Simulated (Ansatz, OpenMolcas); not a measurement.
**A ladder of methods for CH3BCl2O (methoxydichloroborane)**

CH3BCl2O has 8 atoms, charge 0, and is taken as a singlet. SMILES: `COB(Cl)Cl`. The shape is that of a PBE0-D4/def2-TZVP optimisation.

```xyz
8

C    -0.1730   -0.6441    0.9404
O     0.0001   -0.5471   -0.4623
B     0.2130    0.5735   -1.1475
Cl    0.3829    0.4557   -2.8876
Cl    0.3318    2.1607   -0.3896
H     0.4521   -1.4624    1.2973
H     0.1042    0.2820    1.4452
H    -1.2188   -0.8754    1.1482
```

Each level gives the vertical ionisation energy (to the doublet cation) (eV). The values are calculated.

```json
{"level": "HF/def2-SVP", "kind": "Hartree–Fock", "program": "Ansatz", "value (eV)": "10.84"}
{"level": "PBE/def2-SVP", "kind": "GGA", "program": "Ansatz", "value (eV)": "10.47"}
{"level": "r2SCAN/def2-SVP", "kind": "meta-GGA", "program": "OpenMolcas", "value (eV)": "10.83"}
{"level": "BHLYP/def2-SVP", "kind": "global hybrid", "program": "OpenMolcas", "value (eV)": "11.35"}
{"level": "CAM-B3LYP/def2-SVP", "kind": "range-separated hybrid", "program": "Ansatz", "value (eV)": "11.29"}
{"level": "B2PLYP/def2-SVP", "kind": "double hybrid", "program": "Ansatz", "value (eV)": "11.11"}
{"level": "MP2/def2-SVP", "kind": "perturbation theory", "program": "Ansatz", "value (eV)": "11.44"}
{"level": "CCSD/def2-SVP", "kind": "coupled cluster or CI", "program": "Ansatz", "value (eV)": "11.20"}
```

The values span 10.47 to 11.44 eV.

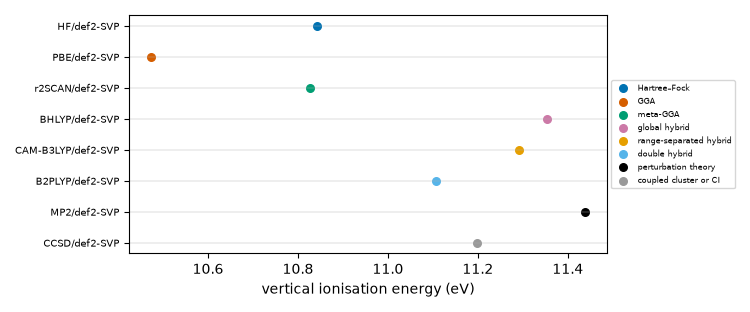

The values of the table, level by level.
